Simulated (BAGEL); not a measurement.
**AlO (oxoaluminum) at CASPT2(9,8)/6-31G(d) (density fitting with cc-pvqz-jkfit, spherical functions)**

What is the vertical ionisation energy of AlO (oxoaluminum) at CASPT2(9,8)/6-31G* (density fitting with cc-pvqz-jkfit, spherical functions)? 

The calculation is run with BAGEL 1.2.2.

2 further runs of the same task are left out: 2 set aside as unsound or not needed.

### 1 Starting point

The species is AlO (2 atoms), meant as a doublet with charge 0. As SMILES, `[O]=[Al]`. Geometry: relaxed at PBE0-D4/def2-TZVP.

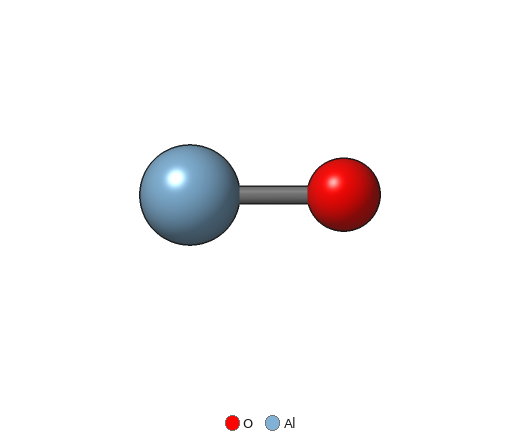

The structure, seen from a chosen angle (oxygen red, aluminium light blue).

### 2 The energy at CASPT2(9,8)/6-31G(d) (density fitting with cc-pvqz-jkfit, spherical functions)

Contents of calc.json:

```json
{ "bagel" : [

{
  "title" : "molecule",
  "basis" : "6-31gs.json",
  "df_basis" : "cc-pvqz-jkfit",
  "angstrom" : true,
  "geometry" : [
    { "atom" : "O", "xyz" : [       0.000000,       0.000000,      -0.024920 ] },
    { "atom" : "Al", "xyz" : [       0.000000,       0.000000,       1.594970 ] }
  ]
},

{
  "title" : "hf",
  "charge" : 1
},

{
  "title" : "casscf",
  "nstate" : 1,
  "nact" : 8,
  "nclosed" : 6,
  "charge" : 0,
  "nspin" : 1,
  "maxiter" : 200,
  "natocc" : true
},

{
  "title" : "print",
  "file" : "orbitals.molden",
  "orbitals" : true
},

{
  "title" : "smith",
  "method" : "caspt2",
  "ms" : true,
  "xms" : true,
  "sssr" : true,
  "shift" : 0.0,
  "ncore" : 6
}

]}
```

The basis set 6-31G* is read from a file made from the Basis Set Exchange's data (not shown).

Command:

```
$ BAGEL_NUM_THREADS=1 BAGEL calc.json > calc.out
```

The program printed:

```text
* using 1 threads per process

  ===============================================================
  ===============================================================

  *** Geometry ***

  { "atom" : "O", "xyz" : [      0.000000,      0.000000,     -0.047092 ] },
  { "atom" : "Al", "xyz" : [      0.000000,      0.000000,      3.014056 ] },

  Number of auxiliary basis functions:      254

  Since a DF basis is specified, we compute 2- and 3-index integrals:
    o Being stored without compression. Storage requirement is 0.002 GB

  Number of basis functions:       32
  Number of electrons      :       21

    * METHOD: MOLECULE                             0.04

  *** RHF ***

  === Nuclear Repulsion ===
    33.9741772032

      * DIIS with orbital gradients will be used.

  === RHF iteration (6-31gs.json) ===
      0       -315.98409816          0.06022300           0.00
      1       -314.67177167          0.15721482           0.00
      2       -316.32259754          0.00983946           0.00
      3       -316.33107335          0.00368100           0.00
      4       -316.33346231          0.00158886           0.00
      5       -316.33448233          0.00085277           0.00
      6       -316.33470500          0.00016814           0.00
      7       -316.33470921          0.00005627           0.00
      8       -316.33470948          0.00000225           0.00
      9       -316.33470948          0.00000062           0.00
     10       -316.33470948          0.00000012           0.00
     11       -316.33470948          0.00000001           0.00
     12       -316.33470948          0.00000000           0.00
    * SCF iteration converged.

    * Permanent dipole moment:
           (    0.000000,     0.000000,    -3.052082) a.u.

    * METHOD: HF                                   0.08

  ---------------------------
      CASSCF calculation
  ---------------------------

    * nstate   :      1
    * nclosed  :      6
    * nact     :      8
    * nvirt    :     18
  === CASSCF iteration (6-31gs.json) ===

    * Using the second-order algorithm

      0  0      -316.74772469     1.91e-02      0.06

      1  0      -316.79834631     6.95e-03      0.06

      2  0      -316.82231559     3.43e-03      0.06

      3  0      -316.82906300     1.40e-03      0.06

      4  0      -316.83061337     9.79e-04      0.06

      5  0      -316.83100115     7.03e-04      0.06

      6  0      -316.83110851     4.53e-04      0.06

      7  0      -316.83114016     2.73e-04      0.06

      8  0      -316.83114975     1.59e-04      0.06

      9  0      -316.83115269     9.08e-05      0.06

     10  0      -316.83115359     5.12e-05      0.06

     11  0      -316.83115387     2.87e-05      0.06

     12  0      -316.83115396     1.61e-05      0.06

     13  0      -316.83115398     8.95e-06      0.06

     14  0      -316.83115399     4.98e-06      0.06

     15  0      -316.83115399     2.77e-06      0.06

     16  0      -316.83115399     1.54e-06      0.07

     17  0      -316.83115399     8.56e-07      0.06

     18  0      -316.83115399     4.75e-07      0.06

     19  0      -316.83115399     2.64e-07      0.06

     20  0      -316.83115399     1.47e-07      0.06

     21  0      -316.83115399     8.13e-08      0.06

     22  0      -316.83115399     4.52e-08      0.06

     23  0      -316.83115399     2.51e-08      0.06

     24  0      -316.83115399     1.39e-08      0.06

     25  0      -316.83115399     7.78e-09      0.05

    * Second-order optimization converged. *

     guess   0:   closed 1111....             open ....1...

  === FCI iteration ===

      0  0      -316.69453515     8.48e-03      0.00
      1  0      -316.81294953     3.59e-03      0.00
      2  0      -316.82774650     1.51e-03      0.00
      3  0      -316.83076783     4.78e-04      0.00
      4  0      -316.83109820     1.89e-04      0.00
      5  0      -316.83114432     7.26e-05      0.00
      6  0      -316.83115096     3.16e-05      0.00
      7  0      -316.83115290     1.77e-05      0.00
      8  0      -316.83115366     1.05e-05      0.00
      9  0      -316.83115392     6.57e-06      0.00
     10  0      -316.83115398     2.82e-06      0.00
     11  0      -316.83115399     1.17e-06      0.00
     12  0      -316.83115399     3.52e-07      0.00
     13  0      -316.83115399     1.05e-07      0.00
     14  0      -316.83115399     3.41e-08      0.00
     15  0      -316.83115399     9.53e-09      0.00
     16  0      -316.83115399     2.86e-09      0.00
     17  0      -316.83115399     9.24e-10      0.00
     18  0      -316.83115399     2.68e-10      0.00
     19  0 *    -316.83115399     9.16e-11      0.00

     * ci vector, state   0, <S^2> = 0.7500
       2222a...    -0.9637911135
       222.a2..    -0.0907981811
       22.2a.2.    -0.0907981811
       2a2b2a..     0.0630737190
       2ab22.a.     0.0630737190
       22abaab.    -0.0624509209
       22baaba.    -0.0624509209
       2.22a..2    -0.0502933006

    * METHOD: CASSCF                               1.63

    * METHOD: PRINT                                0.00

  === SMITH program ===

    * freezing 6 orbitals

    * Approximate memory requirement for SMITH calulation per MPI process:
      o Storage requirement for T-amplitude, lambda, and residual is 0.00 GB
      o Storage requirement for MO integrals is 0.00 GB
    * Calculating and saving rdm4f

    * Zeroth order energy : state  0       -5.1157101252

    * CASPT2 iteration is performed using redundant basis

      ---- iteration ----

        0    -0.11169824     0.01227261      0.12
        1    -0.11366705     0.00224234      0.14
        2    -0.11380288     0.00050691      0.13
        3    -0.11381020     0.00010396      0.13
        4    -0.11381047     0.00001843      0.12
        5    -0.11381048     0.00000478      0.12
        6    -0.11381048     0.00000084      0.12

      -------------------

    * CASPT2 energy : state  0     -316.9449644714
        reference weight              0.9644562503

    * METHOD: SMITH                                1.94

  ===============================================================
```

Run time: 3.9 s. Hardware: 1 thread of Arm Neoverse V1, shared host; peak memory 0.24 GiB.

### 3 The singlet cation

Contents of input.json:

```json
{ "bagel": [

{
  "title": "molecule",
  "basis": "6-31gs.json",
  "df_basis": "cc-pvqz-jkfit",
  "angstrom": "true",
  "geometry": [
    { "atom": "O", "xyz": [    0.000000,    0.000000,   -0.024920 ] },
    { "atom": "Al", "xyz": [    0.000000,    0.000000,    1.594970 ] }
  ]
},
{
  "title": "hf",
  "charge": 1
},
{
  "title": "casscf",
  "nstate": 1,
  "nact": 8,
  "nclosed": 6,
  "charge": 1,
  "maxiter": 200,
  "natocc": "true"
},
{
  "title": "print",
  "file": "orbitals.molden",
  "orbitals": "true"
},
{
  "title": "smith",
  "method": "caspt2",
  "ms": "true",
  "xms": "true",
  "sssr": "true",
  "shift": 0.0,
  "ncore": 6
}

]}
```

The basis set 6-31G* is read from a file made from the Basis Set Exchange's data (not shown).

Command:

```
$ BAGEL_NUM_THREADS=1 BAGEL input.json > input.out
```

The program printed:

```text
* using 1 threads per process

  ===============================================================
  ===============================================================

  *** Geometry ***

  { "atom" : "O", "xyz" : [      0.000000,      0.000000,     -0.047092 ] },
  { "atom" : "Al", "xyz" : [      0.000000,      0.000000,      3.014056 ] },

  Number of auxiliary basis functions:      254

  Since a DF basis is specified, we compute 2- and 3-index integrals:
    o Being stored without compression. Storage requirement is 0.002 GB

  Number of basis functions:       32
  Number of electrons      :       21

    * METHOD: MOLECULE                             0.04

  *** RHF ***

  === Nuclear Repulsion ===
    33.9741772032

      * DIIS with orbital gradients will be used.

  === RHF iteration (6-31gs.json) ===
      0       -315.98409816          0.06022300           0.00
      1       -314.67177167          0.15721482           0.00
      2       -316.32259754          0.00983946           0.00
      3       -316.33107335          0.00368100           0.00
      4       -316.33346231          0.00158886           0.00
      5       -316.33448233          0.00085277           0.00
      6       -316.33470500          0.00016814           0.00
      7       -316.33470921          0.00005627           0.00
      8       -316.33470948          0.00000225           0.00
      9       -316.33470948          0.00000062           0.00
     10       -316.33470948          0.00000012           0.00
     11       -316.33470948          0.00000001           0.00
     12       -316.33470948          0.00000000           0.00
    * SCF iteration converged.

    * Permanent dipole moment:
           (    0.000000,     0.000000,    -3.052082) a.u.

    * METHOD: HF                                   0.09

  ---------------------------
      CASSCF calculation
  ---------------------------

    * nstate   :      1
    * nclosed  :      6
    * nact     :      8
    * nvirt    :     18
  === CASSCF iteration (6-31gs.json) ===

    * Using the second-order algorithm

      0  0      -316.41473700     1.62e-02      0.08

      1  0      -316.42465489     2.14e-02      0.07

      2  0      -316.48660242     2.05e-02      0.14

      3  0      -316.50912799     3.01e-03      0.07

      4  0      -316.51230551     9.32e-04      0.06

      5  0      -316.51282730     5.55e-04      0.07

      6  0      -316.51296731     3.63e-04      0.07

      7  0      -316.51301252     2.45e-04      0.07

      8  0      -316.51302947     1.75e-04      0.07

      9  0      -316.51303680     1.29e-04      0.07

     10  0      -316.51304034     9.71e-05      0.07

     11  0      -316.51304218     7.33e-05      0.07

     12  0      -316.51304317     5.54e-05      0.07

     13  0      -316.51304372     4.19e-05      0.07

     14  0      -316.51304403     3.16e-05      0.07

     15  0      -316.51304420     2.38e-05      0.07

     16  0      -316.51304430     1.79e-05      0.07

     17  0      -316.51304435     1.35e-05      0.07

     18  0      -316.51304438     1.01e-05      0.07

     19  0      -316.51304440     7.60e-06      0.07

     20  0      -316.51304441     5.71e-06      0.07

     21  0      -316.51304441     4.29e-06      0.07

     22  0      -316.51304442     3.22e-06      0.07

     23  0      -316.51304442     2.42e-06      0.07

     24  0      -316.51304442     1.82e-06      0.07

     25  0      -316.51304442     1.36e-06      0.07

     26  0      -316.51304442     1.02e-06      0.07

     27  0      -316.51304442     7.70e-07      0.07

     28  0      -316.51304442     5.78e-07      0.07

     29  0      -316.51304442     4.34e-07      0.07

     30  0      -316.51304442     3.26e-07      0.07

     31  0      -316.51304442     2.45e-07      0.07

     32  0      -316.51304442     1.84e-07      0.07

     33  0      -316.51304442     1.38e-07      0.07

     34  0      -316.51304442     1.04e-07      0.06

     35  0      -316.51304442     7.78e-08      0.06

     36  0      -316.51304442     5.85e-08      0.06

     37  0      -316.51304442     4.39e-08      0.06

     38  0      -316.51304442     3.30e-08      0.06

     39  0      -316.51304442     2.48e-08      0.06

     40  0      -316.51304442     1.86e-08      0.07

     41  0      -316.51304442     1.40e-08      0.07

     42  0      -316.51304442     1.05e-08      0.06

     43  0      -316.51304442     7.87e-09      0.06

    * Second-order optimization converged. *

     guess   0:   closed 1111....             open ........

  === FCI iteration ===

      0  0      -316.32286458     9.00e-03      0.00
      1  0      -316.47725758     4.41e-03      0.00
      2  0      -316.50556633     2.02e-03      0.00
      3  0      -316.51132182     8.28e-04      0.00
      4  0      -316.51274643     4.26e-04      0.00
      5  0      -316.51300946     1.57e-04      0.00
      6  0      -316.51304041     5.29e-05      0.00
      7  0      -316.51304378     1.70e-05      0.00
      8  0      -316.51304432     7.42e-06      0.00
      9  0      -316.51304441     2.66e-06      0.00
     10  0      -316.51304442     8.20e-07      0.00
     11  0      -316.51304442     2.49e-07      0.00
     12  0      -316.51304442     7.86e-08      0.00
     13  0      -316.51304442     2.09e-08      0.00
     14  0      -316.51304442     5.46e-09      0.00
     15  0      -316.51304442     1.75e-09      0.00
     16  0      -316.51304442     3.98e-10      0.00
     17  0      -316.51304442     1.05e-10      0.00
     18  0 *    -316.51304442     2.83e-11      0.00

     * ci vector, state   0, <S^2> = -0.0000
       2222....     0.9314537217
       222.2...    -0.2717291924
       22.2.2..    -0.0734757416
       2.22..2.    -0.0734757416
       22baba..    -0.0594154631
       22abab..    -0.0594154631
       2a2ba.b.     0.0594154631
       2b2ab.a.     0.0594154631
       2ab2.ab.     0.0503656066
       2ba2.ba.     0.0503656066

    * METHOD: CASSCF                               3.06

    * METHOD: PRINT                                0.00

  === SMITH program ===

    * freezing 6 orbitals

    * Approximate memory requirement for SMITH calulation per MPI process:
      o Storage requirement for T-amplitude, lambda, and residual is 0.00 GB
      o Storage requirement for MO integrals is 0.00 GB
    * Calculating and saving rdm4f

    * Zeroth order energy : state  0       -7.1647620043

    * CASPT2 iteration is performed using redundant basis

      ---- iteration ----

        0    -0.08278123     0.00993449      0.06
        1    -0.08416766     0.00199256      0.06
        2    -0.08426116     0.00038619      0.06
        3    -0.08426462     0.00008482      0.06
        4    -0.08426476     0.00001704      0.06
        5    -0.08426477     0.00000329      0.06
        6    -0.08426477     0.00000060      0.06

      -------------------

    * CASPT2 energy : state  0     -316.5973091887
        reference weight              0.9746104279

    * METHOD: SMITH                                1.45

  ===============================================================
```

Run time: 4.8 s. Hardware: 1 thread of Arm Neoverse V1, shared host; peak memory 0.29 GiB.

### 4 Summary of results

At CASPT2(9,8)/6-31G* (density fitting with cc-pvqz-jkfit, spherical functions), 6 core orbitals frozen:

| quantity | value |
| --- | --- |
| doublet AlO: total energy | -316.94496 Eh |
| singlet cation: total energy | -316.59731 Eh |
| vertical ionisation energy (to the singlet cation) | 9.460 eV |

In words: The vertical ionisation energy comes to 9.46 eV (913 kJ/mol). Only the singlet of the ionised species was computed; a triplet could lie lower.
